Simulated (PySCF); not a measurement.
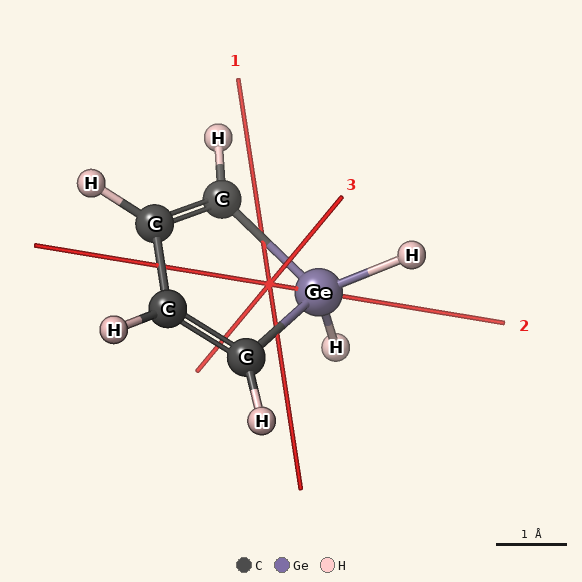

The three principal axes of inertia are drawn and numbered. Atoms fade into the background with distance from the viewer. The geometry was computed by an optimisation with PBE0-D3(BJ)/def2-SVP. No frequency run is at hand to confirm it as a minimum. Masses are those of the most abundant isotopes; constants are for the rigid equilibrium geometry.

Question: Which line is the a axis (least moment of inertia), which b and which c?

Answer: a is line 2, b is line 1, c is line 3; the moments are 77.0, 155, 225 u Å².

Question: What kind of rotor is it, and what are its rotational constants in cm⁻¹?

Answer: An asymmetric top (C2v): A = 0.219, B = 0.109, C = 0.0748 cm⁻¹. Ray's parameter κ is −0.53, nearer the prolate limit.
